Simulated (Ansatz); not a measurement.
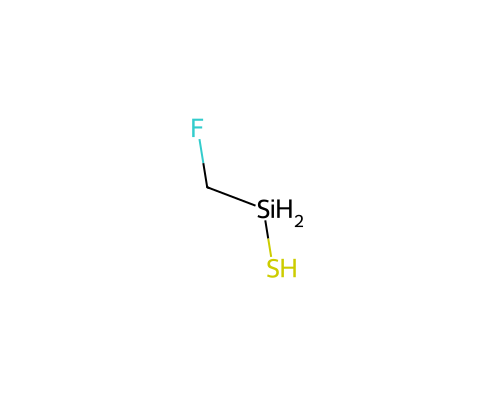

Skeletal drawing of a molecule.

Question: Give its SMILES.

Answer: FC[SiH2]S

Question: Give the formula, hydrogens included.

Answer: CH5FSSi.

Question: An optimisation with PBE0-D4/def2-TZVP gave a structure of which point group?

Answer: C1. Other conformers may differ.

The parts below concern this one geometry. Atoms keep their numbers from picture to picture. The geometry was computed by an optimisation with PBE0-D4/def2-TZVP.

Shape

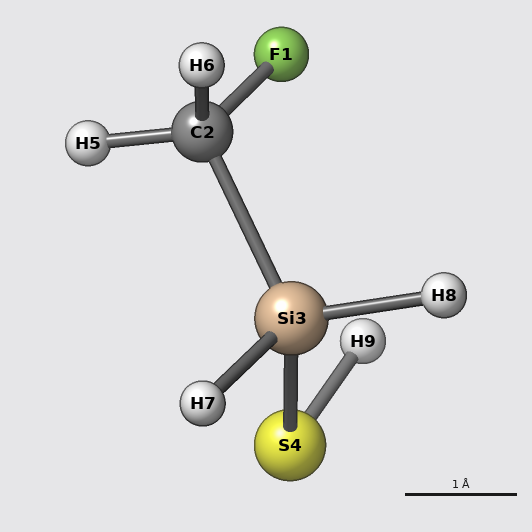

Atoms carry their numbers in the input.

Which atoms are bonded, and how long are the bonds?

```
  bond  length (Å)   order
 F1–C2       1.393  single
C2–Si3       1.892  single
 C2–H5       1.094  single
 C2–H6       1.096  single
Si3–S4       2.132  single
Si3–H7       1.485  single
Si3–H8       1.485  single
 S4–H9       1.345  single
```

Vibrations

Harmonic vibrations computed with RKS PBE0-D4/def2-TZVP (Ansatz 0.2.0) at a stationary point of the same level.

Question: List the wavenumbers.

Answer: 21 modes: 70, 150, 208, 272, 496, 511, 614, 684, 757, 831, 890, 929, 1057, 1244, 1312, 1458, 2229, 2240, 2703, 3042, 3101 cm⁻¹.

Levels of theory compared

Program: Ansatz 0.2.0.

Compare HOMO–LUMO gap (eV), HOMO energy (eV), dipole (D) at these levels: B3LYP-D4/def2-TZVPP; PBE-D4/def2-TZVPP; r2SCAN-D4/def2-TZVPP; ωB97M-V/def2-TZVPP.

```tsv
level	HOMO–LUMO gap (eV)	HOMO energy (eV)	dipole (D)
B3LYP-D4/def2-TZVPP	7.19	−7.29	1.40
PBE-D4/def2-TZVPP	5.54	−6.28	1.28
r2SCAN-D4/def2-TZVPP	6.23	−6.57	1.35
ωB97M-V/def2-TZVPP	11.61	−9.73	1.39
```

Thermal motion

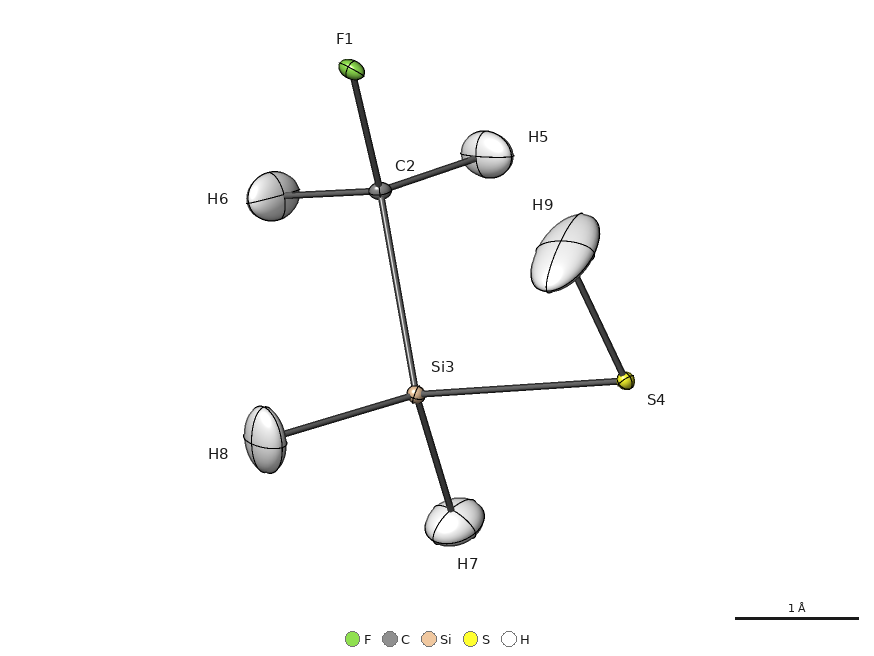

Displacement ellipsoids at the 50 % level, from the internal vibrations of the free molecule (harmonic, no overall translation or rotation; no half-axis is drawn under 0.075 Å). Vibrations computed with RKS PBE0-D4/def2-TZVP (Ansatz 0.2.0). Temperature: 0 K (zero-point motion alone).

Question: Which atom has the largest mean-square displacement?

Answer: H9, with U_eq = 0.0421 Å².

Question: Does H9 move more along its bond or across it?

Answer: Across it: the root-mean-square amplitude is 0.086 Å along the bond and up to 0.302 Å across, since bending and torsion are softer than stretching.

List U_eq and the three principal root-mean-square amplitudes for each kind of atom.

```csv
atom,U_eq (Å²),rms amplitudes (Å)
F1,0.0028,"0.021, 0.040, 0.079"
C2,0.0022,"0.034, 0.044, 0.059"
Si3,0.00099,"0.023, 0.026, 0.042"
S4,0.0010,"0.016, 0.021, 0.049"
H5,0.0182,"0.083, 0.124, 0.180"
H6,0.0185,"0.085, 0.127, 0.179"
H7,0.0196,"0.093, 0.152, 0.165"
H8,0.0212,"0.088, 0.149, 0.184"
H9,0.0421,"0.084, 0.167, 0.302"
```

Charges

The questions are on Mulliken charges. Method: RKS PBE0-D4/def2-TZVP (Ansatz 0.2.0).

Question: Which atom carries the highest charge (most positive or least negative)?

Answer: Si3 (0.23 e).

Question: And the lowest?

Answer: S4 (−0.32 e).

Give the Mulliken charges atom by atom.

| atom | value (e) |
| --- | --- |
| F1 | −0.23 |
| C2 | −0.08 |
| Si3 | 0.23 |
| S4 | −0.32 |
| H5 | 0.12 |
| H6 | 0.12 |
| H7 | −0.01 |
| H8 | −0.01 |
| H9 | 0.18 |

Mulliken values depend strongly on the basis set and can even reverse the polarity of a bond.
